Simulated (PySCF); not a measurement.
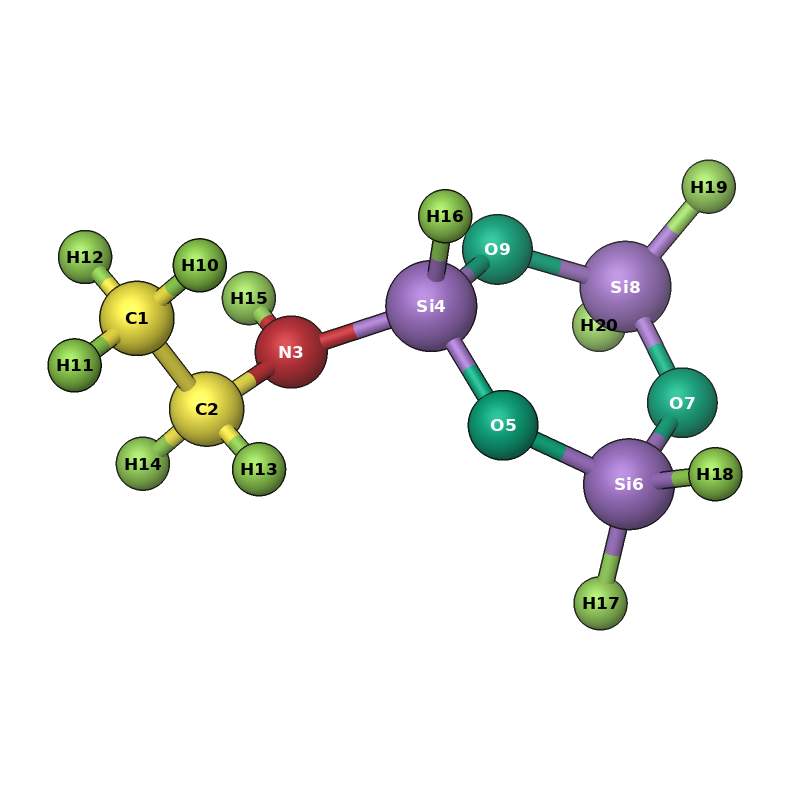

Computed geometry: GFN2-xTB optimisation. No frequency run is at hand to confirm it as a minimum. Electric field gradients from the ground-state density, PBE0/pcSseg-1 (PySCF 2.14.0), non-relativistic apart from any core potentials.

Give the largest field-gradient component, the quadrupole coupling constant and the asymmetry for 14N at N3 (Q = 20.44 mb), 17O at O5 (Q = −25.6 mb), 17O at O7 (Q = −25.6 mb), 17O at O9 (Q = −25.6 mb), 2H at H10 (Q = 2.86 mb), 2H at H11 (Q = 2.86 mb), 2H at H12 (Q = 2.86 mb), 2H at H13 (Q = 2.86 mb).

```
atom  V_zz (a.u.)  e²qQ/h (MHz)     η
  N3       −0.952         −4.57  0.41
  O5        0.868         −5.22  0.62
  O7        0.889         −5.35  0.56
  O9        0.860         −5.17  0.61
 H10        0.315         0.212  0.03
 H11        0.317         0.213  0.02
 H12        0.314         0.211  0.02
 H13        0.299         0.201  0.06
```

The geometry is semi-empirical. Around Si such bond lengths and angles can be off by a tenth of an ångström or more and by several degrees, and values that hang on the shape move with them.
